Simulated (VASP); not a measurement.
# A VASP study of LaSi3Ru (r2SCAN): structure first, properties next, part 2 of 2

What structure and properties does r2SCAN give LaSi3Ru, and how near are they to the measured ones? The start is a computed cell from the Materials Project.

VASP 6.6.1; r2SCAN; plane waves and PAW (La, Si, Ru_pv).

Still holding for the runs below: This run has no spin polarisation. Its electron count is odd, so without a moment it is a metal by construction. The k-mesh is coarse for a metal.

So far. Step 6 (Zone-centre phonons (r2SCAN)): The three acoustic modes lie within 1.3 cm⁻¹ of zero, and all others are real. By the characters of their eigenvectors the optical modes sort into (cm⁻¹) Raman active: E 135, A1 148, E 157, E 256, B 286, A1 332, A1 338, E 381; infrared active: E 135, A1 148, E 157, E 256, A1 332, A1 338, E 381. B labels carry no number here, since it depends on the setting of the axes.

### Step 8. Volume scan with r2SCAN

An equation of state needs energies on both sides of the minimum, all on one mesh and cutoff.

Input file INCAR:

```
SYSTEM = LaSi3Ru
PREC = Accurate
ENCUT = 400
EDIFF = 1E-06
NELM = 100
ISMEAR = 0
SIGMA = 0.05
LREAL = .FALSE.
ALGO = Normal
METAGGA = R2SCAN
LASPH = .TRUE.
NBANDS = 24
LORBIT = 11
LWAVE = .FALSE.
LCHARG = .FALSE.
KPAR = 4
ISIF = 2
```

Input file POSCAR:

```
LaSi3Ru
1.0
    0.0000000000     -4.1657624563      0.0000000000
   -4.1657624563      0.0000000000      0.0000000000
    2.0828812281     -2.0828812281     -4.9066998867
La Si Ru
1 3 1
Direct
    0.9978202898      0.0021797102      0.0043594203
    0.4187652921      0.5812347079      0.1624694159
    0.2609087486      0.2390912514      0.4781825028
    0.7609087486      0.7390912514      0.4781825028
    0.6555979108      0.3444020892      0.6888041783
```

Input file KPOINTS:

```
Automatic mesh
0
Gamma
6 6 6
0 0 0
```

Potentials, in the order of the species: La, Si and Ru_pv (PBE family, release 64).

Run with:

```bash
> mpirun -np 4 vasp_std
```

Elapsed: 41 s, on 4 MPI ranks of Intel Xeon Platinum 8488C (Sapphire Rapids), shared host; peak memory 0.84 GiB.

The scan keeps the cell's shape and the fractional positions fixed.

This step gave:

- SCF cycles: 16
- free energy (TOTEN): -85.0004 eV
- energy at zero smearing: -84.9994 eV
- Fermi energy: 10.25 eV
- pressure: 9.222 GPa

Force by atom:

| atom | x (eV/Å) | y (eV/Å) | z (eV/Å) | size |
| --- | --- | --- | --- | --- |
| La1 | 0.000 | 0.000 | 0.119 | 0.119 |
| Si2 | 0.000 | 0.000 | -0.305 | 0.305 |
| Si3 | 0.000 | 0.000 | 0.265 | 0.265 |
| Si4 | 0.000 | 0.000 | 0.265 | 0.265 |
| Ru5 | 0.000 | 0.000 | -0.344 | 0.344 |

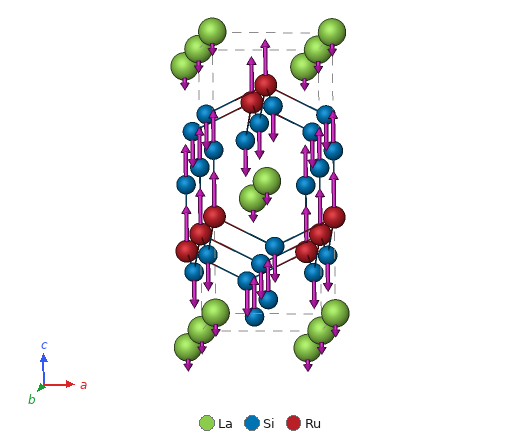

Force as arrows, the longest 0.344 eV/Å. 1×2×1 conventional cells are drawn. Some periodic images of atoms are drawn too.

The pressure here is 9.22 GPa.

### Step 9. Volume scan with r2SCAN (run 2)

INCAR is that of step 8.

Changes to POSCAR since step 8:

```diff
@@ -2,5 +2,5 @@
 1.0
-    0.0000000000     -4.1657624563      0.0000000000
-   -4.1657624563      0.0000000000      0.0000000000
-    2.0828812281     -2.0828812281     -4.9066998867
+    0.0000000000     -4.1950997782      0.0000000000
+   -4.1950997782      0.0000000000      0.0000000000
+    2.0975498891     -2.0975498891     -4.9412552497
 La Si Ru
```

KPOINTS is that of step 8.

Run with:

```bash
> mpirun -np 4 vasp_std
```

It took 39 s on 4 MPI ranks; peak memory 0.82 GiB; 2.5 min of CPU time.

Numbers from this step:

- SCF cycles: 15
- free energy (TOTEN): -85.0868 eV
- energy at zero smearing: -85.0857 eV
- Fermi energy: 9.974 eV
- pressure: 5.803 GPa

Force by atom:

| atom | x (eV/Å) | y (eV/Å) | z (eV/Å) | size |
| --- | --- | --- | --- | --- |
| La1 | 0.000 | 0.000 | 0.077 | 0.077 |
| Si2 | 0.000 | 0.000 | -0.194 | 0.194 |
| Si3 | 0.000 | 0.000 | 0.166 | 0.166 |
| Si4 | 0.000 | 0.000 | 0.166 | 0.166 |
| Ru5 | 0.000 | 0.000 | -0.216 | 0.216 |

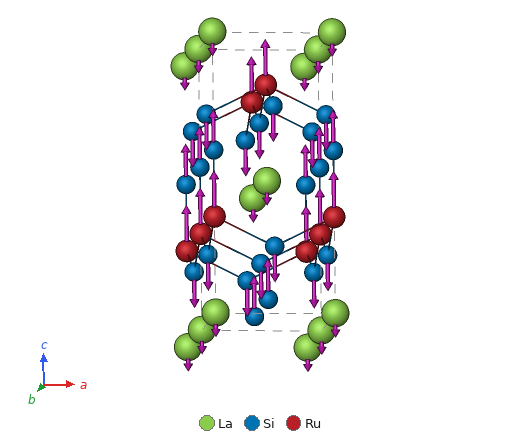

Force as arrows, the longest 0.216 eV/Å. 1×2×1 conventional cells are drawn. Some periodic images of atoms are drawn too.

The pressure falls from 9.22 to 5.80 GPa.

### Step 10. Volume scan with r2SCAN (run 3)

INCAR is that of step 9.

Changes to POSCAR since step 9:

```diff
@@ -2,5 +2,5 @@
 1.0
-    0.0000000000     -4.1950997782      0.0000000000
-   -4.1950997782      0.0000000000      0.0000000000
-    2.0975498891     -2.0975498891     -4.9412552497
+    0.0000000000     -4.2240324151      0.0000000000
+   -4.2240324151      0.0000000000      0.0000000000
+    2.1120162075     -2.1120162075     -4.9753339490
 La Si Ru
```

KPOINTS is that of step 9.

Run with:

```bash
> mpirun -np 4 vasp_std
```

The job ended after 39 s (4 MPI ranks; peak memory 0.84 GiB; 2.5 min of CPU time).

The pressure falls from 5.80 to 2.73 GPa.

The run ends at a pressure of 2.73 GPa, with forces up to 0.100 eV/Å.

### Step 11. Volume scan with r2SCAN (run 4)

INCAR is that of step 10.

Changes to POSCAR since step 10:

```diff
@@ -2,5 +2,5 @@
 1.0
-    0.0000000000     -4.2240324151      0.0000000000
-   -4.2240324151      0.0000000000      0.0000000000
-    2.1120162075     -2.1120162075     -4.9753339490
+    0.0000000000     -4.2525740404      0.0000000000
+   -4.2525740404      0.0000000000      0.0000000000
+    2.1262870202     -2.1262870202     -5.0089520901
 La Si Ru
```

KPOINTS is that of step 10.

Run with:

```bash
> mpirun -np 4 vasp_std
```

The job ended after 39 s (4 MPI ranks; peak memory 0.84 GiB; 2.5 min of CPU time).

The pressure falls from 2.73 to -0.05 GPa.

The run ends at a pressure of -0.05 GPa, with forces up to 0.0062 eV/Å.

### Step 12. Volume scan with r2SCAN (run 5)

INCAR is that of step 11.

Changes to POSCAR since step 11:

```diff
@@ -2,5 +2,5 @@
 1.0
-    0.0000000000     -4.2525740404      0.0000000000
-   -4.2525740404      0.0000000000      0.0000000000
-    2.1262870202     -2.1262870202     -5.0089520901
+    0.0000000000     -4.2807376032      0.0000000000
+   -4.2807376032      0.0000000000      0.0000000000
+    2.1403688016     -2.1403688016     -5.0421249250
 La Si Ru
```

KPOINTS is that of step 11.

Run with:

```bash
> mpirun -np 4 vasp_std
```

It took 52 s on 4 MPI ranks; peak memory 0.85 GiB; 3.4 min of CPU time.

The pressure falls from -0.05 to -2.53 GPa.

The run ends at a pressure of -2.53 GPa, with forces up to 0.097 eV/Å.

### Step 13. Volume scan with r2SCAN (run 6)

INCAR is that of step 12.

Changes to POSCAR since step 12:

```diff
@@ -2,5 +2,5 @@
 1.0
-    0.0000000000     -4.2807376032      0.0000000000
-   -4.2807376032      0.0000000000      0.0000000000
-    2.1403688016     -2.1403688016     -5.0421249250
+    0.0000000000     -4.3085353795      0.0000000000
+   -4.3085353795      0.0000000000      0.0000000000
+    2.1542676897     -2.1542676897     -5.0748669134
 La Si Ru
```

KPOINTS is that of step 12.

Run with:

```bash
> mpirun -np 4 vasp_std
```

Wall time 51 s (4 MPI ranks); peak memory 0.86 GiB; 3.3 min of CPU time.

The pressure falls from -2.53 to -4.76 GPa.

The run ends at a pressure of -4.76 GPa, with forces up to 0.18 eV/Å.

### Step 14. Volume scan with r2SCAN (run 7)

A prediction first. A parabola through the 6 pressures of evenly scaled cells so far, P = -0.05 -131.5 t +294 t² GPa with t = ln(V/V₁) and V₁ the volume at scale 1, gives -6.71 GPa at t = +0.0583.

INCAR is that of step 13.

Changes to POSCAR since step 13:

```diff
@@ -2,5 +2,5 @@
 1.0
-    0.0000000000     -4.3085353795      0.0000000000
-   -4.3085353795      0.0000000000      0.0000000000
-    2.1542676897     -2.1542676897     -5.0748669134
+    0.0000000000     -4.3359790199      0.0000000000
+   -4.3359790199      0.0000000000      0.0000000000
+    2.1679895099     -2.1679895099     -5.1071917780
 La Si Ru
```

KPOINTS is that of step 13.

Run with:

```bash
> mpirun -np 4 vasp_std
```

It took 39 s on 4 MPI ranks; peak memory 0.85 GiB; 2.5 min of CPU time.

The pressure falls from -4.76 to -6.80 GPa. The parabola predicted -6.71 GPa, +0.08 GPa off.

### Step 15. The series together

Times are for 4 MPI ranks of Intel Xeon Platinum 8488C (Sapphire Rapids), shared host. Results by setting:

| no. | volume scale | energy above the lowest point (meV/atom) | pressure (GPa) | time | memory (GiB) |
| --- | --- | --- | --- | --- | --- |
| 1 | 0.94 | 30.57 | 9.222 | 41 s | 0.84 |
| 2 | 0.96 | 13.3 | 5.803 | 39 s | 0.82 |
| 3 | 0.98 | 3.33 | 2.725 | 39 s | 0.84 |
| 4 | 1 | 0 | -0.04996 | 39 s | 0.84 |
| 5 | 1.02 | 2.61 | -2.525 | 52 s | 0.85 |
| 6 | 1.04 | 10.63 | -4.763 | 51 s | 0.86 |
| 7 | 1.06 | 23.43 | -6.797 | 39 s | 0.85 |

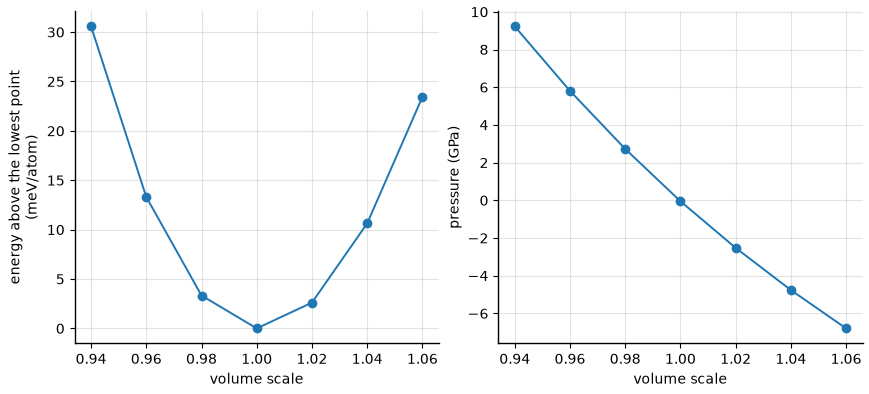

The series as plots.

### Step 16. Fit for r2SCAN

This step: Birch-Murnaghan fit, r2SCAN; plane waves and PAW (VASP 6.6.1).

Derived from the runs above.

This step gave:

```yaml
pressure_derivative_of_the_bulk_modulus: 4.204
r_m_s_error_of_the_fit: 1.09e-5 eV/atom
minimum_inside_the_sampled_range: yes
bulk_modulus: 131.1 GPa
equilibrium_volume_of_the_fit: 18.13 Å³/atom
```

Energy above the fitted minimum against volume:

| volume (Å³/atom) | energy above the fitted minimum (eV/atom) |
| --- | --- |
| 17.030 | 0.0306 |
| 17.392 | 0.0133 |
| 17.754 | 0.00333 |
| 18.117 | 5.2e-6 |
| 18.479 | 0.00261 |
| 18.841 | 0.0106 |
| 19.204 | 0.0234 |

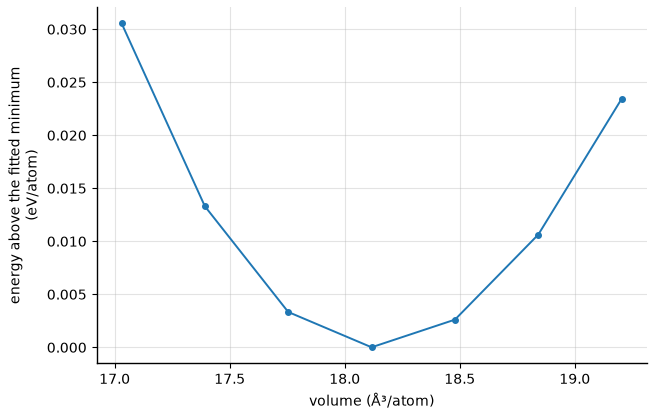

Energy above the fitted minimum, plotted against volume.

The fitted volume lies +0.09 % from the relaxed one. The atoms bear forces along the scan, since they were held; freeing them would lower the modulus.

### Step 17. What came out

```json
{"relaxed volume": "18.12 Å³/atom", "relaxed conventional cell a, b, c": "4.253, 4.253, 10.018 Å", "space group after relaxing, within 0.02 Å": "I4mm (No. 107)", "band gap": "none, a metal", "DOS at the Fermi level": "1.91 states/eV/cell", "highest zone-centre mode": "381 cm⁻¹", "largest field gradient Vzz": "68.65 V/Å² on Si3", "bulk modulus from the fit": "131 GPa", "volume from the fit": "18.1 Å³/atom"}
```

What this shows: With r2SCAN, LaSi3Ru relaxes to 18.12 Å³/atom in space group I4mm (held by the symmetry of the run), comes out as a metal and has a bulk modulus of 131 GPa at fixed shape and positions, an upper bound. Band structure (r2SCAN): Of the bands kept, 3 cross the Fermi level on this path. Zone-centre phonons (r2SCAN): The highest mode in this list at Γ, 380.7 cm⁻¹, is mostly motion of Si (82 % of the kinetic energy). Spin-orbit coupling is left out, and with elements this heavy it would split and shift bands near the Fermi level. The k-sampling is coarse for a metal, so the Fermi level, pressures and the shape of the cell carry errors. With an odd electron count and no spin the cell is a metal by construction. Modes at Γ alone can't show that the crystal is stable at other wave vectors. No search among competing phases was made, and a listed structure need not be the one stable at ambient conditions. All values are for a static lattice at zero temperature.

Comparison with the measured values:

```
              quantity  measured           r2SCAN
lattice constant a (Å)     4.263   4.253 (-0.2 %)
lattice constant c (Å)     9.944  10.018 (+0.7 %)
```

Measured values from arxiv:1407.5209 (2014).

**Verdict.** The lattice constant a is off by -0.2 %: good agreement. The lattice constant c is off by +0.7 %: good agreement. The grades are ours: good and fair within 0.7 and 1.5 % for the lattice constant a and 0.8 and 2 % for the lattice constant c. Zero-point motion and thermal expansion are not in the computed lattice constants.

[Lines on the potential files, build, host, timing and source positions are cut from VASP's logs without a mark.]

[Logs are printed without paths, hosts, clocks, repeated set-up lines and the standing remarks that a program may print on its own settings, such as how far it seeks lower states.]

[Hosts, paths, dates, database ids (printed as entryN), source tags and the programs' standing remarks are cut or masked in the printed files.]

[A measured line is paired with the nearest computed mode of its activity, which favours agreement.]
